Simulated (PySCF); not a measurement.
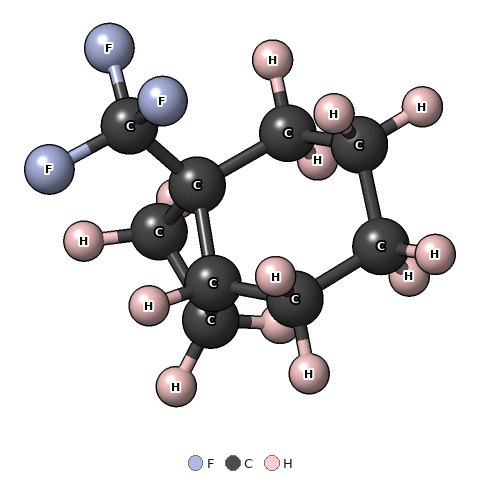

The molecule: C₉H₁₃F₃, SMILES FC(F)(F)[C@@]12CCCC[C@@H]1CC2.

Simulated rotational absorption lines between 26 and 40 GHz at 3 K: rigid rotor with the equilibrium constants and dipole of one optimised conformer (PBE0-D3(BJ)/def2-SVP, PySCF), commonest isotopes; no centrifugal distortion, hyperfine structure, internal rotation or nuclear-spin weights; lines within 1 MHz of each other are summed.

Question: What are the rotational constants, and what kind of rotor is it?

Answer: Rotational constants A, B, C = 1.374, 0.8553, 0.7327 GHz; Ray's κ = −0.62, an asymmetric top on the prolate side.

Question: Which dipole components drive the lines?

Answer:
|μa|, |μb|, |μc| = 2.03, 0.75, 0.56 D; a-type lines carry 62 % of the intensity in this range.

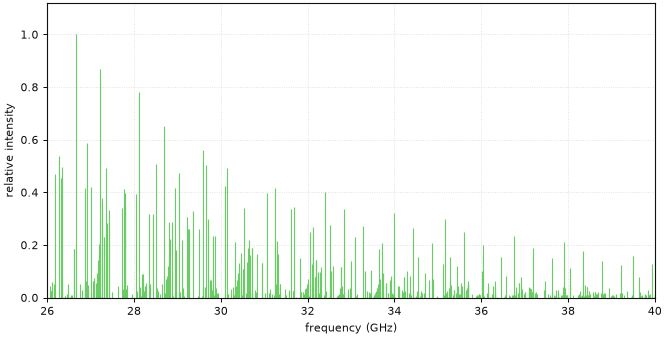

Note: coarse grid, loose stop and no frequency check, small forces are noise and the end may be a saddle.
